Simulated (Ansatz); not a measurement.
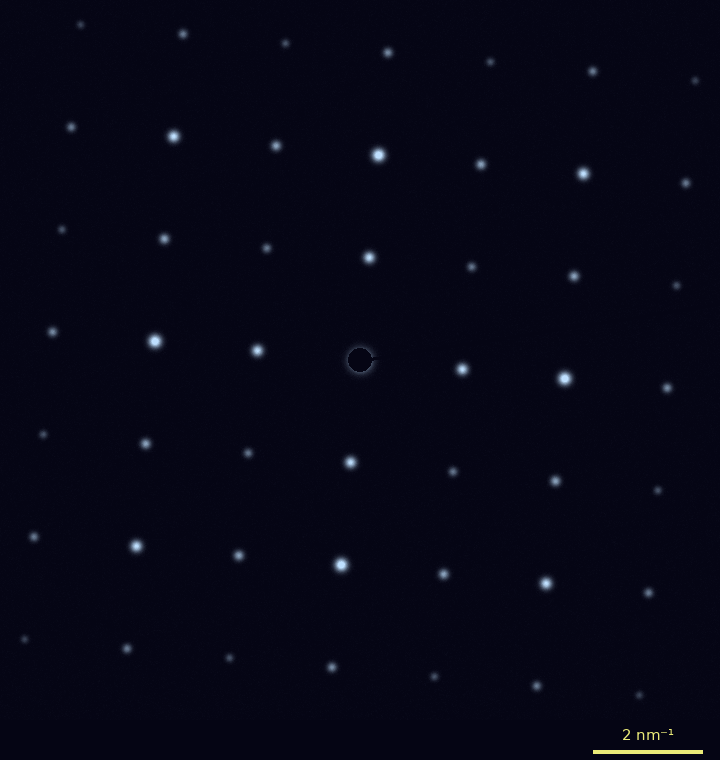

Simulated selected-area electron diffraction pattern (100 kV, kinematic approximation, thin crystal, B = 0.8 Å² for all atoms).

Phase: SnGe₃N, space group Pm-3m (No. 221), a = 5.262 Å. Structure: the end point of a relaxation with DFT PBE, scalar-relativistic, plane waves, PAW (Ansatz); the starting structure was generated, so it need not be a known form of this composition.

```tsv
atom	site	symmetry	x	y	z
Sn	1b	m-3m	0.5000	0.5000	0.5000
Ge	3c	4/mm.m	0.0000	0.5000	0.5000
N	1a	m-3m	0.0000	0.0000	0.0000
```

> Which low-index zone axis gives this pattern?

The spots form a square net with both shortest vectors at d = 5.26 Å, 90.0° apart. They index as 1 0 0 and 0 1 0, so the zone axis is [001] (or an equivalent direction of <001>).
